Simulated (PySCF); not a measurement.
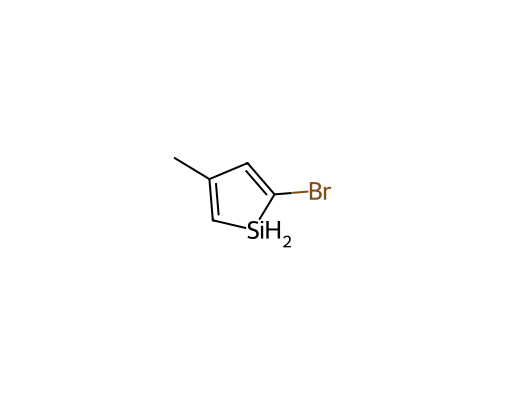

The computed structure is the end point of a GFN2-xTB optimisation. No frequency run is at hand to confirm it as a minimum. Method: CAM-B3LYP/def2-SVPD, gas phase (PySCF 2.14.0). Excitations: vertical, linear response.

Question: Give the HOMO energy (Kohn–Sham orbital) at this level.

Answer: −7.73 eV.

Question: Give the dipole moment at this level.

Answer: 2.18 D.

Question: Give the mean static polarisability at this level.

Answer: 105.3 bohr³.

Question: Give the lowest vertical singlet excitation at this level.

Answer: 4.15 eV.

The geometry is semi-empirical. Around Br, Si such bond lengths and angles can be off by a tenth of an ångström or more and by several degrees, and values that hang on the shape move with them.
